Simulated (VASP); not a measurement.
# From one sheet to two: 1T-PtSe2 monolayer, part 2 of 9

What are the lattice, gap and band positions of 1T-PtSe2 monolayer, and what does a second sheet change?

VASP 6.6.1, plane waves and PAW; the level of theory is named at each step.

So far: The starting structure; Relaxing the monolayer.

## 2. Relaxing the monolayer (continued)

Level of this step: r2SCAN with rVV10; plane waves and PAW (Pt, Se) (VASP).

OUTCAR, selected parts (step 2):

```text
ion  position               nearest neighbor table
   1  0.000  0.000  0.500-   2 2.53   3 2.53   3 2.53   2 2.53   3 2.53   2 2.53
   2  0.333  0.667  0.441-   1 2.53   1 2.53   1 2.53
   3  0.667  0.333  0.559-   1 2.53   1 2.53   1 2.53

  LATTYP: Found a hexagonal cell.
 ALAT       =     3.7500000000
 C/A-ratio  =     5.8666666667

 Subroutine GETGRP returns: Found 12 space group operations
 (whereof 12 operations were pure point group operations)

The static configuration has the point symmetry D_3d.

 Found     12 irreducible k-points:

   k-points           NKPTS =     12   k-points in BZ     NKDIM =     12   number of bands    NBANDS=     17

   dimension x,y,z NGX =    18 NGY =   18 NGZ =  108
   dimension x,y,z NGXF=    36 NGYF=   36 NGZF=  216

   ENCUT  =  350.0 eV  25.72 Ry    5.07 a.u.   5.72  5.72 33.56*2*pi/ulx,y,z

   NELECT =      22.0000    total number of electrons

 k-points in reciprocal lattice and weights: Automatic mesh
   0.00000000  0.00000000  0.00000000       0.012
   0.11111111 -0.00000000  0.00000000       0.074
   0.22222222 -0.00000000  0.00000000       0.074
   0.33333333  0.00000000  0.00000000       0.074
   0.44444444 -0.00000000  0.00000000       0.074
   0.11111111  0.11111111  0.00000000       0.074
   0.22222222  0.11111111  0.00000000       0.148
   0.33333333  0.11111111  0.00000000       0.148
   0.44444444  0.11111111  0.00000000       0.074
   0.22222222  0.22222222  0.00000000       0.074
   0.33333333  0.22222222  0.00000000       0.148
   0.33333333  0.33333333  0.00000000       0.025

 dipolmoment           0.000000      0.000000      0.000000 electrons x Angstroem

 average (electrostatic) potential at core
       1 -82.8136       2 -65.6631       3 -65.6631

 E-fermi :  -3.1786

 k-point     1 :       0.0000    0.0000    0.0000
  band No.  band energies     occupation
    ...
      7      -6.4071      2.00000
      8      -4.7171      2.00000
      9      -4.0487      2.00000
     10      -3.3331      2.00000
     11      -3.3331      2.00000
     12      -0.1611      0.00000
     13      -0.1611      0.00000
     14       1.8593      0.00000
     15       2.4797      0.00000
     16       2.8276      0.00000
    ...

 k-point     2 :       0.1111   -0.0000    0.0000
  band No.  band energies     occupation
    ...
      7      -6.5043      2.00000
      8      -5.1076      2.00000
      9      -3.8261      2.00000
     10      -3.4535      2.00000
     11      -3.3399      2.00000
     12      -0.9487      0.00000
     13      -0.3524      0.00000
     14       2.2739      0.00000
     15       2.7133      0.00000
     16       3.0610      0.00000
    ...

 k-point     3 :       0.2222   -0.0000    0.0000
  band No.  band energies     occupation
    ...
      7      -6.6361      2.00000
      8      -5.6366      2.00000
      9      -3.8111      2.00000
     10      -3.6282      2.00000
     11      -3.5789      2.00000
     12      -1.7761      0.00000
     13      -0.5772      0.00000
     14       2.9127      0.00000
     15       3.0651      0.00000
     16       3.3237      0.00000
    ...

  Total       -0.0014107     -0.0014107     -0.0949780      0.0000000      0.0000000     -0.0000000
  in kB       -0.0087317     -0.0087317     -0.5878808      0.0000000      0.0000000     -0.0000000
  external PRESSURE =      -0.2017814 kB  Pullay stress =       0.0000000 kB

  energy-cutoff  :      350.00
  volume of cell :      258.85
      direct lattice vectors                 reciprocal lattice vectors
     3.685917390 -0.000000000  0.000000000     0.271302879  0.156636790  0.000000000
    -1.842958695  3.192098096  0.000000000     0.000000000  0.313273581  0.000000000
     0.000000000  0.000000000 22.000000000     0.000000000  0.000000000  0.045454545

 POSITION                                       TOTAL-FORCE (eV/Angst)
 -----------------------------------------------------------------------------------
      0.00000     -0.00000     11.00000        -0.000000      0.000000      0.000000
     -0.00000      2.12807      9.67208         0.000000     -0.000000      0.001326
      1.84296      1.06403     12.32792        -0.000000      0.000000     -0.001326
 -----------------------------------------------------------------------------------
    total drift:                                0.000000      0.000000      0.000000

  FREE ENERGIE OF THE ION-ELECTRON SYSTEM (eV)
  ---------------------------------------------------
  free  energy   TOTEN  =       -80.7543540294 eV

  energy  without entropy=      -80.7543540294  energy(sigma->0) =      -80.75435403

 reached required accuracy - stopping structural energy minimisation

 vacuum level on the upper side and lower side of the slab         2.642         2.642

 total charge
# of ion       s       p       d       tot
------------------------------------------
    1        0.674   0.710   7.977   9.361
    2        1.474   2.295   0.058   3.827
    3        1.474   2.295   0.058   3.827
--------------------------------------------------
tot          3.621   5.300   8.093  17.015

[... 3 further parts left out ...]
```

CONTCAR:

```
PtSe2
   1.00000000000000
     3.6859173900935391   -0.0000000000000000    0.0000000000000000
    -1.8429586950467696    3.1920980960797700    0.0000000000000000
     0.0000000000000000    0.0000000000000000   22.0000000000000000
  Pt              Se
     1     2
Direct
     0.0000000000000000    0.0000000000000000    0.5000000000000000
     0.3333333332999970    0.6666666667000030    0.4396400950061756
     0.6666666667000030    0.3333333332999970    0.5603599049938245
```

The gap is read on the k-mesh alone, so it is an upper bound where the band edges lie off the mesh. The PAW data sets were made with PBE, which is usual practice but a small mismatch for other functionals. The run keeps the 12 symmetry operations of its start, so it cannot find a distortion of lower symmetry.

Relaxation path:

```csv
step,energy less that of the first step (eV),largest force (eV/Å),pressure (GPa),volume (Å³)
1,0.0000,0.0758,-0.65,267.93
2,-0.0075,0.4598,0.68,257.76
3,-0.0170,0.2222,0.09,262.01
4,-0.0200,0.1641,0.06,261.19
5,-0.0237,0.0013,-0.02,258.85
```

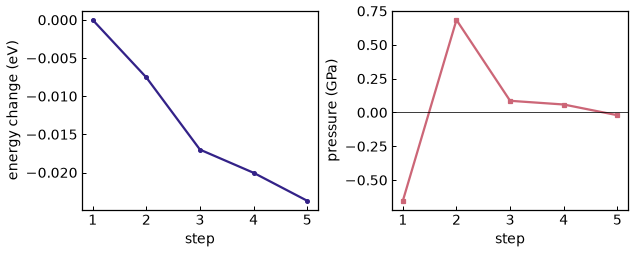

Energy and pressure along the relaxation.

```
cell as run  before  after  change
      a (Å)   3.750  3.686  -1.7 %
      b (Å)   3.750  3.686  -1.7 %
```

The atoms that moved most (Å, along periodic axes as changes of fractional coordinates times the final cell, across vacuum about the mean position):

| atom | dx | dy | dz | length |
| --- | --- | --- | --- | --- |
| Se2 | 0.000 | 0.000 | -0.028 | 0.028 |
| Se3 | 0.000 | 0.000 | 0.028 | 0.028 |

Final coordinates:

```xyz
3
Lattice="3.6859 0.0000 0.0000 -1.8430 3.1921 0.0000 0.0000 0.0000 22.0000" Properties=species:S:1:pos:R:3
Pt    0.0000    0.0000   11.0000
Se    0.0000    2.1281    9.6721
Se    1.8430    1.0640   12.3279
```

Numbers from this step:

```yaml
electronic_cycles: 58
electrons: 22
free_energy_toten: -80.7544 eV
fermi_energy: -3.179 eV
metallic: no
dipole_moment: 0, 0, 0 e·Å
gap_on_the_k_mesh: 1.557 eV
least_direct_gap_on_the_k_mesh: 1.803 eV
```

The run ended after 5 ionic steps, 0.024 eV below its first step, once forces and stress met EDIFFG = -0.015.

## 3. A second relaxation

The plane waves were chosen for the start cell, so the relaxation is repeated from its end.

INCAR reads:

```
SYSTEM = PtSe2
PREC = Normal
ENCUT = 350
EDIFF = 1E-06
NELM = 120
ISMEAR = 0
SIGMA = 0.03
LREAL = .FALSE.
ALGO = Normal
METAGGA = R2SCAN
LUSE_VDW = .TRUE.
IVDW_NL = 2
BPARAM = 11.95
CPARAM = 0.0093
LASPH = .TRUE.
NBANDS = 17
LORBIT = 11
LWAVE = .FALSE.
LCHARG = .FALSE.
KPAR = 4
IBRION = 2
NSW = 30
ISIF = 3
EDIFFG = -0.015
POTIM = 0.4
IDIPOL = 3
LDIPOL = .TRUE.
DIPOL = 0.5 0.5 0.5
LATTICE_CONSTRAINTS = .TRUE. .TRUE. .FALSE.
```

POSCAR reads:

```
PtSe2
1.0
    3.6859173901      0.0000000000      0.0000000000
   -1.8429586950      3.1920980961      0.0000000000
    0.0000000000      0.0000000000     22.0000000000
Pt Se
1 2
Direct
    0.0000000000      0.0000000000      0.5000000000
    0.3333333333      0.6666666667      0.4396400950
    0.6666666667      0.3333333333      0.5603599050
```

KPOINTS reads:

```
Automatic mesh
0
Gamma
9 9 1
0 0 0
```

PAW data sets: Pt and Se (PBE family, release 64).

Launch:

```bash
$ mpirun -np 4 vasp_std
```

Log:

```text
[banner, memory and clock lines left out]
running    4 mpi-ranks, on    1 nodes
 distrk:  each k-point on    1 cores,    4 groups
 distr:  one band on    1 cores,    1 groups

 POSCAR found type information on POSCAR PtSe
 POSCAR found :  2 types and       3 ions
 [... a notice as in an earlier step ...]

 [... a notice as in an earlier step ...]

 LDA part: xc-table for (None), standard interpolation
 POSCAR, INCAR and KPOINTS ok, starting setup
 FFT: planning ... GRIDC
 FFT: planning ... GRID_SOFT
 FFT: planning ... GRID
 WAVECAR not read
 entering main loop
       N       E                     dE             d eps       ncg     rms          rms(c)
Total rVV10 correction in eV:      0.6783990    27.0734255
Total rVV10 correction in eV:      0.6783990    27.0734255
Total rVV10 correction in eV:      0.6783990    27.0734255
Total rVV10 correction in eV:      0.6783990    27.0734255
DAV:   1     0.787651350335E+02    0.78765E+02   -0.61563E+03   408   0.697E+02
DAV:   2    -0.729676656225E+02   -0.15173E+03   -0.14509E+03   647   0.160E+02
DAV:   3    -0.866617530221E+02   -0.13694E+02   -0.13622E+02   490   0.599E+01
DAV:   4    -0.868748489815E+02   -0.21310E+00   -0.21283E+00   540   0.827E+00
DAV:   5    -0.868781515194E+02   -0.33025E-02   -0.33009E-02   541   0.101E+00    0.132E+01
Total rVV10 correction in eV:      0.6766690    27.0793730
Total rVV10 correction in eV:      0.6766690    27.0793730
Total rVV10 correction in eV:      0.6766690    27.0793730
Total rVV10 correction in eV:      0.6766690    27.0793730
DAV:   6    -0.810369672740E+02    0.58412E+01   -0.86979E+00   479   0.268E+01    0.848E+00
Total rVV10 correction in eV:      0.6785718    27.0759190
Total rVV10 correction in eV:      0.6785718    27.0759190
Total rVV10 correction in eV:      0.6785718    27.0759190
Total rVV10 correction in eV:      0.6785718    27.0759190
DAV:   7    -0.807484419154E+02    0.28853E+00   -0.17872E+00   467   0.137E+01    0.363E+00
Total rVV10 correction in eV:      0.6811623    27.0746147
Total rVV10 correction in eV:      0.6811623    27.0746147
Total rVV10 correction in eV:      0.6811623    27.0746147
Total rVV10 correction in eV:      0.6811623    27.0746147
DAV:   8    -0.807602776071E+02   -0.11836E-01   -0.10225E-01   507   0.243E+00    0.106E+00
Total rVV10 correction in eV:      0.6826803    27.0740410
Total rVV10 correction in eV:      0.6826803    27.0740410
Total rVV10 correction in eV:      0.6826803    27.0740410
Total rVV10 correction in eV:      0.6826803    27.0740410
DAV:   9    -0.807486983426E+02    0.11579E-01   -0.45004E-02   489   0.211E+00    0.209E-01
Total rVV10 correction in eV:      0.6834644    27.0739017
Total rVV10 correction in eV:      0.6834644    27.0739017
Total rVV10 correction in eV:      0.6834644    27.0739017
Total rVV10 correction in eV:      0.6834644    27.0739017
DAV:  10    -0.807502076203E+02   -0.15093E-02   -0.57244E-03   488   0.481E-01    0.143E-01
Total rVV10 correction in eV:      0.6841673    27.0738619
Total rVV10 correction in eV:      0.6841673    27.0738619
Total rVV10 correction in eV:      0.6841673    27.0738619
Total rVV10 correction in eV:      0.6841673    27.0738619
DAV:  11    -0.807506220369E+02   -0.41442E-03   -0.36767E-04   503   0.126E-01    0.434E-02
Total rVV10 correction in eV:      0.6843884    27.0738308
Total rVV10 correction in eV:      0.6843884    27.0738308
Total rVV10 correction in eV:      0.6843884    27.0738308
Total rVV10 correction in eV:      0.6843884    27.0738308
DAV:  12    -0.807507136423E+02   -0.91605E-04   -0.30925E-05   482   0.422E-02    0.179E-02
Total rVV10 correction in eV:      0.6845093    27.0737881
Total rVV10 correction in eV:      0.6845093    27.0737881
Total rVV10 correction in eV:      0.6845093    27.0737881
Total rVV10 correction in eV:      0.6845093    27.0737881
DAV:  13    -0.807507887360E+02   -0.75094E-04   -0.14946E-05   469   0.207E-02    0.423E-03
Total rVV10 correction in eV:      0.6846851    27.0737022
Total rVV10 correction in eV:      0.6846851    27.0737022
Total rVV10 correction in eV:      0.6846851    27.0737022
Total rVV10 correction in eV:      0.6846851    27.0737022
DAV:  14    -0.807509454065E+02   -0.15667E-03   -0.23981E-05   501   0.249E-02    0.696E-03
Total rVV10 correction in eV:      0.6848404    27.0735810
Total rVV10 correction in eV:      0.6848404    27.0735810
Total rVV10 correction in eV:      0.6848404    27.0735810
Total rVV10 correction in eV:      0.6848404    27.0735810
DAV:  15    -0.807510931154E+02   -0.14771E-03   -0.37611E-05   502   0.300E-02    0.355E-03
Total rVV10 correction in eV:      0.6848409    27.0734955
Total rVV10 correction in eV:      0.6848409    27.0734955
Total rVV10 correction in eV:      0.6848409    27.0734955
Total rVV10 correction in eV:      0.6848409    27.0734955
DAV:  16    -0.807511493844E+02   -0.56269E-04   -0.98534E-06   473   0.136E-02    0.144E-03
Total rVV10 correction in eV:      0.6848121    27.0734510
Total rVV10 correction in eV:      0.6848121    27.0734510
Total rVV10 correction in eV:      0.6848121    27.0734510
Total rVV10 correction in eV:      0.6848121    27.0734510
DAV:  17    -0.807511684938E+02   -0.19109E-04   -0.18443E-06   443   0.812E-03    0.215E-03
Total rVV10 correction in eV:      0.6847961    27.0734309
Total rVV10 correction in eV:      0.6847961    27.0734309
Total rVV10 correction in eV:      0.6847961    27.0734309
Total rVV10 correction in eV:      0.6847961    27.0734309
DAV:  18    -0.807511733152E+02   -0.48213E-05   -0.35712E-07   418   0.455E-03    0.404E-04
Total rVV10 correction in eV:      0.6847895    27.0734209
Total rVV10 correction in eV:      0.6847895    27.0734209
Total rVV10 correction in eV:      0.6847895    27.0734209
Total rVV10 correction in eV:      0.6847895    27.0734209
DAV:  19    -0.807511761336E+02   -0.28184E-05   -0.22170E-07   424   0.445E-03    0.565E-04
Total rVV10 correction in eV:      0.6847889    27.0734196
Total rVV10 correction in eV:      0.6847889    27.0734196
Total rVV10 correction in eV:      0.6847889    27.0734196
Total rVV10 correction in eV:      0.6847889    27.0734196
DAV:  20    -0.807511766699E+02   -0.53637E-06   -0.35478E-08   410   0.182E-03
Total rVV10 correction in eV:      0.6847888    27.0734225
Total rVV10 correction in eV:      0.6847888    27.0734225
Total rVV10 correction in eV:      0.6847888    27.0734225
Total rVV10 correction in eV:      0.6847888    27.0734225
Total rVV10 correction in eV:      0.6847890    27.0734203
Total rVV10 correction in eV:      0.6847890    27.0734203
Total rVV10 correction in eV:      0.6847890    27.0734203
Total rVV10 correction in eV:      0.6847890    27.0734203
   1 F= -.80751177E+02 E0= -.80751177E+02  d E =-.807512E+02
 curvature:   0.00 expect dE= 0.000E+00 dE for cont linesearch  0.000E+00
 trial: gam= 0.00000 g(F)=  0.183E-06 g(S)=  0.443E-05 ort = 0.000E+00 (trialstep = 0.100E+01)
 search vector abs. value=  0.462E-05
 reached required accuracy - stopping structural energy minimisation
```

The job ended after 40 s (4 MPI ranks of AMD EPYC 9R45, shared host; peak memory 1.3 GiB).

OUTCAR, selected parts (step 3):

```text
  LATTYP: Found a hexagonal cell.
 ALAT       =     3.6859173901
 C/A-ratio  =     5.9686633398

The static configuration has the point symmetry D_3d.

 Found     12 irreducible k-points:

   ENCUT  =  350.0 eV  25.72 Ry    5.07 a.u.   5.62  5.62 33.56*2*pi/ulx,y,z

   NELECT =      22.0000    total number of electrons

 E-fermi :  -3.1786

 k-point     1 :       0.0000    0.0000    0.0000
  band No.  band energies     occupation
    ...
      7      -6.4070      2.00000
      8      -4.7171      2.00000
      9      -4.0488      2.00000
     10      -3.3333      2.00000
     11      -3.3333      2.00000
     12      -0.1612      0.00000
     13      -0.1612      0.00000
     14       1.8598      0.00000
     15       2.4810      0.00000
     16       2.8261      0.00000
    ...

 k-point     2 :       0.1111    0.0000    0.0000
  band No.  band energies     occupation
    ...
      7      -6.5042      2.00000
      8      -5.1076      2.00000
      9      -3.8261      2.00000
     10      -3.4535      2.00000
     11      -3.3400      2.00000
     12      -0.9488      0.00000
     13      -0.3525      0.00000
     14       2.2748      0.00000
     15       2.7152      0.00000
     16       3.0591      0.00000
    ...

  Total       -0.0131249     -0.0131249     -0.0989141     -0.0000000      0.0000000      0.0000000
  in kB       -0.0812385     -0.0812385     -0.6122437     -0.0000000      0.0000000      0.0000000
  external PRESSURE =      -0.2582403 kB  Pullay stress =       0.0000000 kB

  energy-cutoff  :      350.00
  volume of cell :      258.85
      direct lattice vectors                 reciprocal lattice vectors
     3.685917390  0.000000000  0.000000000     0.271302879  0.156636790  0.000000000
    -1.842958695  3.192098096  0.000000000     0.000000000  0.313273581  0.000000000
     0.000000000  0.000000000 22.000000000     0.000000000  0.000000000  0.045454545

 POSITION                                       TOTAL-FORCE (eV/Angst)
 -----------------------------------------------------------------------------------
      0.00000      0.00000     11.00000         0.000000      0.000000      0.000000
     -0.00000      2.12807      9.67208        -0.000000     -0.000000      0.001541
      1.84296      1.06403     12.32792         0.000000     -0.000000     -0.001541
 -----------------------------------------------------------------------------------
    total drift:                               -0.000000      0.000000      0.000000

  FREE ENERGIE OF THE ION-ELECTRON SYSTEM (eV)
  ---------------------------------------------------
  free  energy   TOTEN  =       -80.7511766699 eV

  energy  without entropy=      -80.7511766699  energy(sigma->0) =      -80.75117667

 vacuum level on the upper side and lower side of the slab         2.635         2.635

 total charge
# of ion       s       p       d       tot
------------------------------------------
    1        0.674   0.710   7.977   9.361
    2        1.474   2.295   0.058   3.826
    3        1.474   2.295   0.058   3.826
--------------------------------------------------
tot          3.621   5.300   8.093  17.014

[... 5 parts as in an earlier step ...]

[... 7 further parts left out ...]
```

Little changed from the start: no atom moved by 0.005 Å and no cell edge by 0.1 %.

Numbers from this step:

| Item | Value |
| --- | --- |
| electronic cycles | 20 |
| free energy (TOTEN) | -80.7512 eV |

The start already met the threshold, so nothing moved.

[end of part 2 of 9]

[Lines on the potential files, build, host, timing and source positions are cut from VASP's logs without a mark.]

[Logs are printed without paths, hosts, clocks, repeated set-up lines and the standing remarks that a program may print on its own settings, such as how far it seeks lower states.]

[Hosts, paths, dates, database ids (printed as entryN), source tags and the programs' standing remarks are cut or masked in the printed files.]

[Runs that stopped without an error message from VASP are left out.]
